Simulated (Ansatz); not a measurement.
**Work function of Re(0001): what the settings cost and change**

How far do cutoff, k-mesh and smearing move the work function of Re(0001)?

Calculated with Ansatz 0.2.0; plane-wave DFT, PBE, Ansatz PAW.

**What experiment says.**

“Anisotropic work function of elemental crystals” (2019, arxiv:1902.07811) quotes from earlier work for Re (clean (0001) face, a compiled value): work function (clean (0001) face, a compiled value) 5.15 eV.

## 1. The starting structure

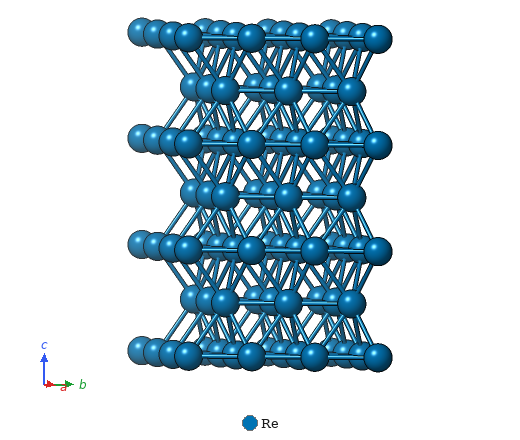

The starting structure, seen from the side, with the c axis up (rhenium blue). 3×3×1 cells are drawn. Some periodic images of atoms are drawn too.

The cell holds 7 atoms: 7 Re. Cell: a = 2.760 Å, b = 2.760 Å, c = 31.372 Å, α = 90.0°, β = 90.0°, γ = 60.0°. Vacuum lies along c.

## 2. Run, setting cutoff 200 eV

A work function rests on the faint tail of the density, so the SCF threshold is tight. The cutoff is raised first; then mesh and smearing are varied at the default cutoff.

input.yaml reads:

```yaml
crystal:
  lattice:
    - [2.76, 0.0, 0.0]
    - [1.38, 2.3902301144, 0.0]
    - [0.0, 0.0, 31.3722]
  atoms:
    - { symbol: Re, position: [0.0, 0.0, 0.2868781915] }
    - { symbol: Re, position: [0.6666666667, 0.6666666667, 0.3579187943] }
    - { symbol: Re, position: [0.0, 0.0, 0.4289593972] }
    - { symbol: Re, position: [0.6666666667, 0.6666666667, 0.5] }
    - { symbol: Re, position: [0.0, 0.0, 0.5710406028] }
    - { symbol: Re, position: [0.6666666667, 0.6666666667, 0.6420812057] }
    - { symbol: Re, position: [0.0, 0.0, 0.7131218085] }
kpoints:
  mp_grid: { grid: [17, 17, 1] }
hamiltonian:
  xc: pbe
scf:
  occupations: { method: fermi_dirac, width: 0.1 }
  convergence: { dr2_threshold: 1.0e-09 }
efield:
  axis: 3
  dipole_correction: true
  ramp_position: 0.97
  ramp_width: 0.06
basis:
  ecutwfc: "200 eV"
output:
  write_potential: true
  write_density: true
  volumetric_format: npy
  elf: true
```

The run is started by

```sh
ansatz run input.yaml --threads 2 --pin off --max-ram 3072MiB --backend cpu --events-out ev --progress --plain --runs-dir out
```

Numbers of over 12 decimals in the logs are rounded to 6 here.

The program printed:

```text
Warning: basis.ecutwfc = 200 eV is below the records' recommended 420 eV, and the density's cutoff is lower with it unless basis.ecutrho_ratio is high enough to keep the records' density cutoff: compare with a run at a higher cutoff
Warning: basis.ecutrho_ratio 4 (ecutrho = 800 eV, dense FFT grid 15×15×150): the grid does not resolve the core-correction charge of Re (measure 0.13 e/Å^2.5); warned from 0.08. The energy and each atom's force then go with where the atoms sit on the grid: [figures from the program's tests cut] If this deck is also warned that a cutoff or its ratio is below what is recommended, mend that before anything below. First try basis.xc_grid, which is 1 on this run (the dense grid itself), where it is not refused (2, then 3). Above 1 the core-correction charge is laid on the exchange–correlation grid, and this warning is never given, whether or not the level is enough: [rest of the remark cut]
Engine: ansatz 0.2.0, aarch64-unknown-linux-gnu
Pseudopotentials: kind: paw
Pseudopotential: Re, paw, valence charge 15, recommended cutoff 420 eV (normal), Re.paw.azcp
Functional definition: PBE
  parameter kappa = 0.804
  parameter beta = 0.066725
  exchange = pbe_x(kappa = kappa, mu = beta*pi^2/3)
  correlation = pbe_c(beta = beta)
Crystal: 7 atoms, lattice volume = 206.964 Å³
Basis set: ecut = 200 eV, 1363 PW (Γ)
Bands: 63, of which v1, the nominal top of the filled ones, is band 53 counted from 1 (52 counted from 0)
Symmetry: 6 space group operations
k-points: 33 of 289 (time reversal used)
Non-local potential: Re, projectors of the file, l = 0: 3, l = 1: 2, l = 2: 2, l = 3: 1
PAW form: soft (Blöchl's): semilocal exchange-correlation on the pseudo side does not see the compensation charge
PAW one-centre angular grid: Re, 590 points (default); XC on 64 Gauss nodes
Initial density: superposition of atomic densities (neutral atoms: chi_scale 0, normalization atom), corrected by the library's trained network
Initial wavefunctions: pseudopotential atomic-orbital guess
Functional: x = pbe(κ = 0.804, μ = 0.219515), c = pbe(β = 0.066725)
SCF iter   1: F=—  HF=-76029.641139 eV  |F-HF|=—  |Δ(HF+E_count)|=         —  Δρ=8.07e-2  dr2=9.70e0  ethr=1.77e-3  p=0.000 e·Å  D=2.31e-13 V/Å  ΔV_dip=-0.00 eV  dr2_dipole=9.96e-8  V_vac-E_F(+/−)=4.31/4.31 eV  ⟨swp⟩=7.7  Hψ=9385  notcnv=0
efield: sawtooth ramp at fractional position 0.9700 (set: `efield.ramp_position`, or a place that a band, a saddle search or an elastic batch's reference lends), width 0.0600; the density the first Hamiltonian is built on has a dipole p = 0.000 e·Å; the dipole correction subtracts the counter field D = 2.31e-13 V/Å, which shifts the + side's vacuum level by -0.00 eV against the − side's; the planar-averaged density in the ramp window peaks in size at 1.1e-5 e/Å³
preconditioner: auto → LDOS  [metal: Δε(μ)=0.035 eV  Ē_g=5.317 eV  σ=0.100 eV  W_gap=0.09  n_scr=24 (ndim 8)  ℏωp=18.1 eV  f_vac=0.460  D(μ)=5.83/eV (n_scr^D=22)  β→1.0]
SCF iter   2: F=—  HF=-76027.406831 eV  |F-HF|=—  |Δ(HF+E_count)|=    2.23e0  Δρ=2.92e-2  dr2=1.87e0  ethr=1.77e-3  p=0.000 e·Å  D=4.22e-5 V/Å  ΔV_dip=-0.00 eV  dr2_dipole=4.43e-7  V_vac-E_F(+/−)=5.37/5.37 eV  ⟨swp⟩=2.8  Hψ=4675  notcnv=0  defer=24
SCF iter   3: F=—  HF=-76026.674049 eV  |F-HF|=—  |Δ(HF+E_count)|=   7.33e-1  Δρ=3.24e-3  dr2=4.41e-2  ethr=1.77e-3  p=0.000 e·Å  D=1.45e-5 V/Å  ΔV_dip=-0.00 eV  dr2_dipole=8.59e-8  V_vac-E_F(+/−)=5.27/5.28 eV  ⟨swp⟩=2.6  Hψ=4183  notcnv=0  defer=24
SCF iter   4: F=—  HF=-76026.663947 eV  |F-HF|=—  |Δ(HF+E_count)|=   1.01e-2  Δρ=1.73e-3  dr2=2.09e-2  ethr=4.20e-5  p=0.000 e·Å  D=1.88e-5 V/Å  ΔV_dip=-0.00 eV  dr2_dipole=8.49e-9  V_vac-E_F(+/−)=5.28/5.28 eV  ⟨swp⟩=3.2  Hψ=4677  notcnv=0  defer=23
SCF iter   5: F=—  HF=-76026.659927 eV  |F-HF|=—  |Δ(HF+E_count)|=   4.02e-3  Δρ=6.23e-4  dr2=1.95e-3  ethr=1.99e-5  p=0.000 e·Å  D=1.31e-5 V/Å  ΔV_dip=-0.00 eV  dr2_dipole=3.47e-8  V_vac-E_F(+/−)=5.29/5.30 eV  ⟨swp⟩=2.1  Hψ=2858  notcnv=0  defer=23
SCF iter   6: F=—  HF=-76026.659506 eV  |F-HF|=—  |Δ(HF+E_count)|=   4.21e-4  Δρ=1.84e-4  dr2=1.47e-4  ethr=1.86e-6  p=0.000 e·Å  D=7.08e-6 V/Å  ΔV_dip=-0.00 eV  dr2_dipole=1.51e-9  V_vac-E_F(+/−)=5.30/5.30 eV  ⟨swp⟩=2.2  Hψ=3412  notcnv=0  defer=23
SCF iter   7: F=—  HF=-76026.659482 eV  |F-HF|=—  |Δ(HF+E_count)|=   2.36e-5  Δρ=3.33e-5  dr2=1.99e-6  ethr=1.40e-7  p=0.000 e·Å  D=2.32e-6 V/Å  ΔV_dip=-0.00 eV  dr2_dipole=7.59e-10  V_vac-E_F(+/−)=5.29/5.30 eV  ⟨swp⟩=2.5  Hψ=4045  notcnv=0  defer=23
SCF iter   8: F=—  HF=-76026.659489 eV  |F-HF|=—  |Δ(HF+E_count)|=   6.91e-6  Δρ=7.68e-6  dr2=1.98e-7  ethr=1.89e-9  p=0.000 e·Å  D=9.26e-7 V/Å  ΔV_dip=-0.00 eV  dr2_dipole=3.57e-11  V_vac-E_F(+/−)=5.29/5.30 eV  ⟨swp⟩=3.2  Hψ=4527  notcnv=0  defer=23
SCF iter   9: F=—  HF=-76026.659489 eV  |F-HF|=—  |Δ(HF+E_count)|=   1.14e-8  Δρ=2.66e-6  dr2=1.95e-8  ethr=1.89e-10  p=0.000 e·Å  D=4.68e-7 V/Å  ΔV_dip=-0.00 eV  dr2_dipole=4.20e-12  V_vac-E_F(+/−)=5.29/5.30 eV  ⟨swp⟩=2.8  Hψ=4047  notcnv=0  defer=23
SCF iter  10: F=—  HF=-76026.659489 eV  |F-HF|=—  |Δ(HF+E_count)|=   1.11e-9  Δρ=7.29e-7  dr2=2.67e-9  ethr=1.86e-11  p=0.000 e·Å  D=1.18e-7 V/Å  ΔV_dip=-0.00 eV  dr2_dipole=1.05e-14  V_vac-E_F(+/−)=5.29/5.30 eV  ⟨swp⟩=3.5  Hψ=4648  notcnv=0  defer=23
SCF iter  11: F=-76026.659489 eV  HF=-76026.659489 eV  |F-HF|=7.28e-11  |Δ(HF+E_count)|=  2.91e-10  Δρ=1.03e-7  dr2=6.67e-11  ethr=1.00e-12  p=0.000 e·Å  D=4.79e-8 V/Å  ΔV_dip=-0.00 eV  dr2_dipole=5.07e-16  V_vac-E_F(+/−)=5.29/5.30 eV  ⟨swp⟩=6.8  Hψ=5346  notcnv=0
WARN: efield: at this solve's end the planar-averaged density reaches 6.36e-5 e/Å³ inside the ramp window [0.9381, 0.0619] (bound 1e-5 e/Å³), and 5.71e-5 e/Å³ on another of its planes; the window's nearer edge stands 7.06 Å from this solve's nearest atom along the axis. Its work functions, free energy, forces, stress, dipole, levels and responses can be off, and this figure does not tell by how much. A short vacuum, a low `basis.ecutwfc` or `basis.ecutrho_ratio` and negative occupations (`scf.occupations.method`) can put density there. See the manual's quickstart, § The vacuum guard
SCF 1 converged in 11 iterations: F = -76026.659489 eV  dr2 = 6.67e-11
  greatest PAW one-centre occupation: 1.045 electrons in one spin orbital (limit 2), on the Re atom at site 1 (counted from 0), in its partial waves of l = 1
WARN: The output density's exchange-correlation potential varies sharply where the density is thin. Do not read a vacuum level from v_tot or v_xc, or from such a field of the output density. On a cell that repeats whose density bears no net charge and no dipole along the vacuum's axis use v_es (v_loc + v_h of the components); under efield.dipole_correction with no amplitude use v_es + v_field, which holds any externa [...]
SCF converged after 11 iterations
Free energy (F): -76026.659489 eV
Harris-Foulkes:  -76026.659489 eV  (|F-HF|=7.28e-11)
Internal energy: -76026.443715 eV  (E = F + TS)
E sigma→0 (E₀):  -76026.551602 eV
Entropy (-TS):   -0.215774 eV (-30.825 meV/atom)
Fermi energy:    9.618124 eV
Dipole field:    D = 0.000000 V/Å  (p = 0.000000 e·Å, saw-weighted, corrected)
Work function:   Φ+ = 5.2941 eV (in doubt: plateau slope 2.2e-2 eV/Å)   Φ− = 5.2977 eV (in doubt: plateau slope 2.0e-2 eV/Å)
Levels:          The Fermi level and band energies are counted from a zero that moves with the ramp; work functions are not
Vacuum region:   at the solve's end the planar-averaged density reaches 6.36e-5 e/Å³ inside the ramp window [0.9381, 0.0619] (bound 1e-5 e/Å³), and 5.71e-5 e/Å³ on another of its planes
--- Per-component energies (eV) ---
  E_band       = -2093.109995
  E_kinetic    = 3754.909355
  E_local      = -207429.554188  (includes V_loc(G=0)·N_el)
  E_nonlocal   = 285.037284
  E_hartree    = 102174.068276
  E_xc         = -2801.385003
  E_vxc        = -2105.002181  (∫ρ·V_xc dr)
  E_paw        = -60568.699657  (= ΣΔE_a)
  E_vpaw       = -946.626412  (= ΣTr[D̂ρ^β])
  E_aug_tail   = -0.007181  (compensation charges beyond the density's cutoff)
  E_efield     = 0.000000  (sawtooth field / dipole correction)
  E_vefield    = 0.000000  (∫n·V_field dr)
  E_ewald      = 88559.187399
  E_smearing   = -0.215774  (= −TS)
  E_closure    = 0.000000  (closes the sum)
  Σ components = -76026.659489   (vs F -76026.659489, Δ=0.00e0)
--- Band table (eV; the first three rows and the last of 33) ---
  k-point 0: bands = [... 49 lower, 8.1646, 8.3708, 8.3708, 8.4588, 8.4588, 8.7781, 9.8554, 9.8817, ... 6 higher]
  k-point 1: bands = [... 49 lower, 8.2484, 8.3806, 8.4297, 8.6099, 8.6998, 8.8276, 9.6339, 9.7871, ... 6 higher]
  k-point 2: bands = [... 49 lower, 8.4372, 8.7024, 8.8417, 8.8774, 9.0532, 9.0634, 9.2620, 9.3251, ... 6 higher]
  k-point 32: bands = [... 49 lower, 8.2032, 9.4423, 9.4555, 9.7068, 10.3133, 11.2226, 11.4693, 11.5159, ... 6 higher]
```

It took 13 s on 2 threads of Arm Neoverse V2, shared host; peak memory 0.41 GiB.

The column dr2 measures how far the density is from self-consistency, as an energy; F and HF (Harris–Foulkes) agree once it is small.

This step gave:

```yaml
energy_at_zero_smearing: -76026.5516 eV
work_function_upper_face: 5.294 eV
```

Running mean over 2.2287 Å of the planar mean; the ramp of the sawtooth is left out. The electron's electrostatic potential energy less the Fermi level by z:

```
z (Å)  electron's electrostatic potential energy less the Fermi level (eV)
    4                                                                 5.22
    6                                                                 4.97
    8                                                                -6.41
   10                                                                -13.8
   12                                                                -13.9
   14                                                                -13.8
   16                                                                -13.8
   18                                                                -13.8
   20                                                                -13.9
   22                                                                -13.7
   24                                                                 1.13
   26                                                                 5.11
   28                                                                 5.24
```

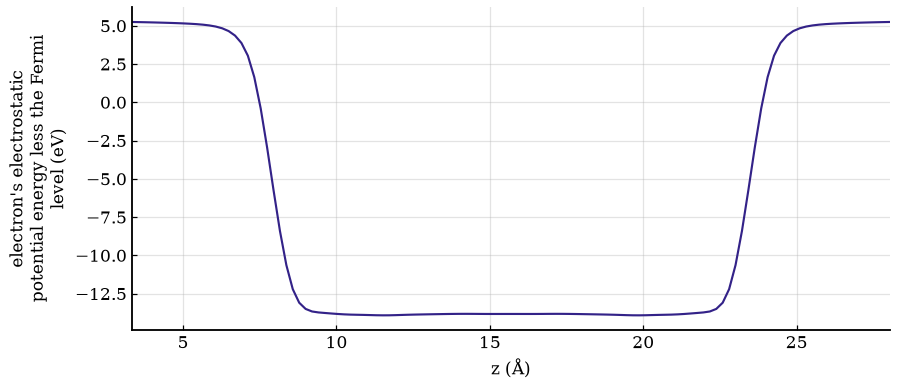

Electron's electrostatic potential energy less the Fermi level, plotted against z.

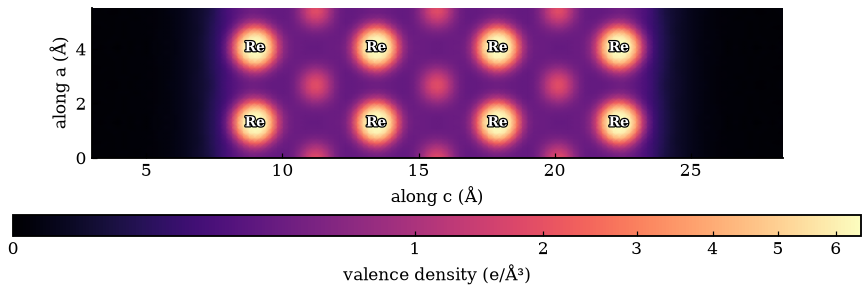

Valence density in the ca plane at fractional y = 0.000, with atoms of Re within 0.2 Å of it. It is the smooth field of the valence electrons, not physical close to the nuclei. The map starts off the cell's origin, so that atoms lie inside it. The colour scale is stretched toward low values. The far vacuum is left out of the map.

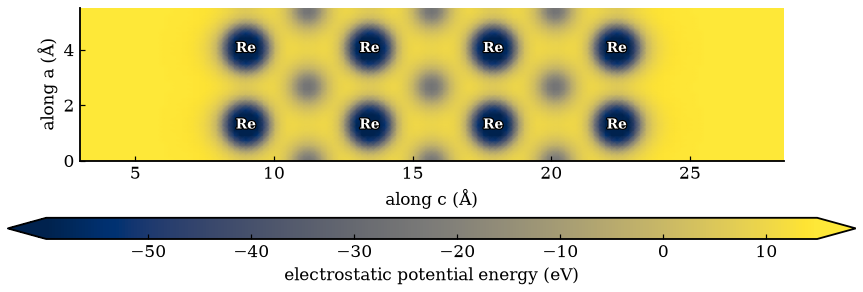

Electrostatic potential energy in the ca plane at fractional y = 0.000, with atoms of Re within 0.2 Å of it. With pseudopotentials it is smooth inside the atoms' cores, unlike the true potential. The map starts off the cell's origin, so that atoms lie inside it. The far vacuum is left out of the map.

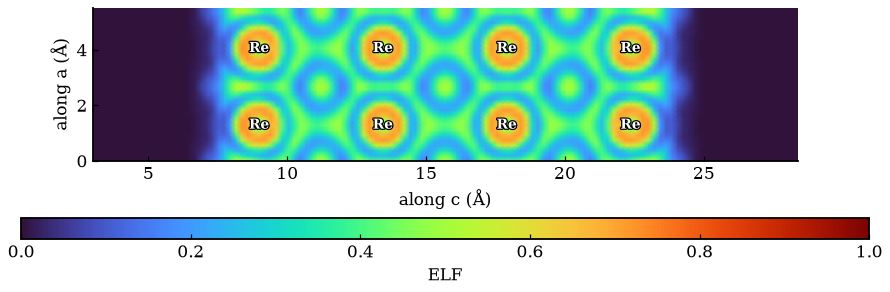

ELF in the ca plane at fractional y = 0.000, with atoms of Re within 0.2 Å of it. It is the smooth field of the valence electrons, not physical close to the nuclei. The map starts off the cell's origin, so that atoms lie inside it. The far vacuum is left out of the map.

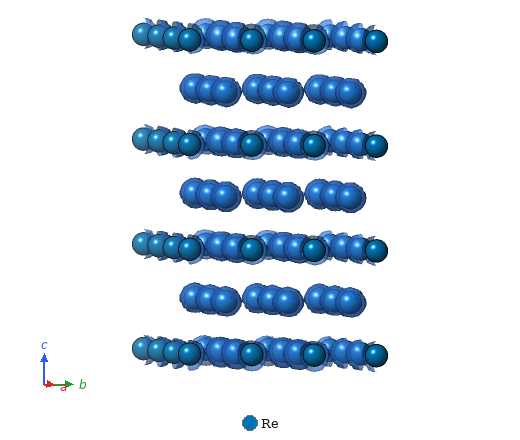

Surface of ELF = 0.65. 3×3×1 cells are drawn.

The work function is 5.294 eV. The program marks this work function as in doubt.

## 3. Run

input.yaml: that of step 2 with these lines changed.

```diff
@@ -26,3 +26,3 @@
 basis:
-  ecutwfc: "200 eV"
+  ecutwfc: "300 eV"
 output:
@@ -31,2 +31 @@
   volumetric_format: npy
-  elf: true
```

The program printed:

```text
[...]
Crystal: 7 atoms, lattice volume = 206.964 Å³
Basis set: ecut = 300 eV, 2393 PW (Γ)
Bands: 63, of which v1, the nominal top of the filled ones, is band 53 counted from 1 (52 counted from 0)
Symmetry: 6 space group operations
k-points: 33 of 289 (time reversal used)
[...]
k-point 0: bands = [... 49 lower, 8.2776, 8.4965, 8.4965, 8.6105, 8.6752, 8.6752, 9.5851, 9.9215, ... 6 higher]
  k-point 1: bands = [... 49 lower, 8.3061, 8.3871, 8.5402, 8.6062, 8.7846, 8.7948, 9.4200, 9.5712, ... 6 higher]
  k-point 2: bands = [... 49 lower, 8.4002, 8.4676, 8.6988, 8.7054, 8.8882, 8.8952, 9.0835, 9.1437, ... 6 higher]
  k-point 32: bands = [... 49 lower, 8.1173, 9.3269, 9.3730, 9.5242, 10.2169, 11.3111, 11.5839, 11.5856, ... 6 higher]
[key lines of the parts left out:]
SCF converged after 10 iterations
Free energy (F): -76073.499547 eV
Fermi energy:    9.514023 eV
Dipole field:    D = 0.000000 V/Å  (p = 0.000000 e·Å, saw-weighted, corrected)
Work function:   Φ+ = 5.0289 eV   Φ− = 5.0290 eV
```

Elapsed: 20 s, on 2 threads; peak memory 0.52 GiB.

The work function is 5.029 eV, -0.265 eV from the run “cutoff 200 eV”, at 1.5 times its CPU time.

## 4. Slab

input.yaml: that of step 3 with these lines changed.

```diff
@@ -26,3 +26,3 @@
 basis:
-  ecutwfc: "300 eV"
+  ecutwfc: "420 eV"
 output:
```

The program printed:

```text
[...]
Crystal: 7 atoms, lattice volume = 206.964 Å³
Basis set: ecut = 420 eV, 4047 PW (Γ)
Bands: 63, of which v1, the nominal top of the filled ones, is band 53 counted from 1 (52 counted from 0)
Symmetry: 6 space group operations
k-points: 33 of 289 (time reversal used)
[...]
k-point 0: bands = [... 49 lower, 8.2754, 8.4958, 8.4958, 8.6017, 8.6743, 8.6743, 9.5688, 9.9214, ... 6 higher]
  k-point 1: bands = [... 49 lower, 8.3040, 8.3852, 8.5386, 8.6044, 8.7786, 8.7940, 9.4051, 9.5549, ... 6 higher]
  k-point 2: bands = [... 49 lower, 8.3977, 8.4658, 8.6919, 8.7032, 8.8806, 8.8948, 9.0752, 9.1450, ... 6 higher]
  k-point 32: bands = [... 49 lower, 8.1116, 9.3225, 9.3695, 9.5221, 10.2152, 11.3080, 11.5802, 11.5844, ... 6 higher]
[key lines of the parts left out:]
SCF converged after 10 iterations
Free energy (F): -76074.291654 eV
Fermi energy:    9.507180 eV
Dipole field:    D = 0.000001 V/Å  (p = 0.000001 e·Å, saw-weighted, corrected)
Work function:   Φ+ = 5.0295 eV   Φ− = 5.0296 eV
```

Wall time 26 s (2 threads); peak memory 0.71 GiB.

The work function is 5.030 eV, -0.265 eV from the run “cutoff 200 eV”, at 2.0 times its CPU time.

## 5. Run

input.yaml: that of step 4 with these lines changed.

```diff
@@ -26,3 +26,3 @@
 basis:
-  ecutwfc: "420 eV"
+  ecutwfc: "600 eV"
 output:
```

The program printed:

```text
[...]
Crystal: 7 atoms, lattice volume = 206.964 Å³
Basis set: ecut = 600 eV, 7049 PW (Γ)
Bands: 63, of which v1, the nominal top of the filled ones, is band 53 counted from 1 (52 counted from 0)
Symmetry: 6 space group operations
k-points: 33 of 289 (time reversal used)
[...]
k-point 0: bands = [... 49 lower, 8.2759, 8.4963, 8.4963, 8.6012, 8.6748, 8.6748, 9.5683, 9.9219, ... 6 higher]
  k-point 1: bands = [... 49 lower, 8.3043, 8.3857, 8.5390, 8.6049, 8.7785, 8.7945, 9.4048, 9.5547, ... 6 higher]
  k-point 2: bands = [... 49 lower, 8.3981, 8.4662, 8.6918, 8.7036, 8.8806, 8.8953, 9.0753, 9.1455, ... 6 higher]
  k-point 32: bands = [... 49 lower, 8.1116, 9.3227, 9.3697, 9.5224, 10.2156, 11.3085, 11.5805, 11.5847, ... 6 higher]
[key lines of the parts left out:]
SCF converged after 9 iterations
Free energy (F): -76074.313941 eV
Fermi energy:    9.507303 eV
Dipole field:    D = -0.000002 V/Å  (p = -0.000003 e·Å, saw-weighted, corrected)
Work function:   Φ+ = 5.0290 eV   Φ− = 5.0290 eV
```

Elapsed: 44 s, on 2 threads; peak memory 1 GiB; 87 s of CPU time.

The work function is 5.029 eV, -0.000 eV from the run “cutoff 420 eV”, at 1.7 times its CPU time.

## 6. Run

input.yaml: that of step 5 with these lines changed.

```diff
@@ -14,3 +14,3 @@
 kpoints:
-  mp_grid: { grid: [17, 17, 1] }
+  mp_grid: { grid: [3, 3, 1] }
 hamiltonian:
@@ -25,4 +25,2 @@
   ramp_width: 0.06
-basis:
-  ecutwfc: "600 eV"
 output:
```

The program printed:

```text
[...]
Crystal: 7 atoms, lattice volume = 206.964 Å³
Basis set: ecut = 420 eV, 4047 PW (Γ)
Bands: 63, of which v1, the nominal top of the filled ones, is band 53 counted from 1 (52 counted from 0)
Symmetry: 6 space group operations
k-points: 3 of 9 (time reversal used)
[...]
Work function:   Φ+ = 5.0316 eV   Φ− = 5.0310 eV
[...]
--- Band table (eV) ---
  k-point 0: bands = [... 49 lower, 8.2768, 8.5038, 8.5038, 8.6160, 8.6160, 8.6326, 9.6273, 9.8398, ... 6 higher]
  k-point 1: bands = [... 49 lower, 8.9149, 9.0158, 9.0642, 9.8478, 10.6891, 10.8729, 10.8890, 11.3948, ... 6 higher]
  k-point 2: bands = [... 49 lower, 8.0056, 9.1890, 9.2898, 9.4035, 10.1267, 11.2192, 11.5042, 11.5222, ... 6 higher]
[key lines of the parts left out:]
SCF converged after 11 iterations
Free energy (F): -76072.729284 eV
Fermi energy:    9.502070 eV
Dipole field:    D = -0.000020 V/Å  (p = -0.000023 e·Å, saw-weighted, corrected)
```

It took 2.7 s on 2 threads; peak memory 0.41 GiB; 5.2 s of CPU time.

The work function is 5.032 eV, +0.002 eV from the run “cutoff 420 eV”, at 0.099 times its CPU time.

## 7. Slab

input.yaml: that of step 6 with these lines changed.

```diff
@@ -14,3 +14,3 @@
 kpoints:
-  mp_grid: { grid: [3, 3, 1] }
+  mp_grid: { grid: [6, 6, 1] }
 hamiltonian:
```

The program printed:

```text
[...]
Crystal: 7 atoms, lattice volume = 206.964 Å³
Basis set: ecut = 420 eV, 4047 PW (Γ)
Bands: 63, of which v1, the nominal top of the filled ones, is band 53 counted from 1 (52 counted from 0)
Symmetry: 6 space group operations
k-points: 7 of 36 (time reversal used)
[...]
k-point 0: bands = [... 49 lower, 8.3444, 8.5764, 8.5764, 8.6278, 8.7202, 8.7202, 9.6133, 9.9372, ... 6 higher]
  k-point 1: bands = [... 49 lower, 8.4953, 8.7234, 8.7486, 8.7553, 9.0911, 9.1559, 9.1613, 9.6354, ... 6 higher]
  k-point 2: bands = [... 49 lower, 8.9456, 9.0563, 9.1613, 9.9614, 10.8122, 10.9611, 10.9749, 11.5144, ... 6 higher]
  k-point 6: bands = [... 49 lower, 8.0101, 9.3497, 9.4128, 9.5345, 10.2340, 11.3278, 11.6060, 11.6222, ... 6 higher]
[key lines of the parts left out:]
SCF converged after 10 iterations
Free energy (F): -76074.263925 eV
Fermi energy:    9.485587 eV
Dipole field:    D = -0.000006 V/Å  (p = -0.000007 e·Å, saw-weighted, corrected)
Work function:   Φ+ = 5.0013 eV   Φ− = 5.0011 eV
```

The job ended after 5.8 s (2 threads; peak memory 0.46 GiB; 11 s of CPU time).

The work function is 5.001 eV, -0.028 eV from the run “cutoff 420 eV”, at 0.21 times its CPU time.

(Part 1 of 2 ends here.)

[Logs are printed without paths, hosts, clocks, repeated set-up lines and the standing remarks that a program may print on its own settings, such as how far it seeks lower states.]

[Hosts, paths, dates, database ids (printed as entryN), source tags and the programs' standing remarks are cut or masked in the printed files.]

[Maps of the electrostatic potential energy from Ansatz leave out the sawtooth potential of an applied field or a dipole correction, so their vacuum need not be flat; planar profiles and work functions include it.]
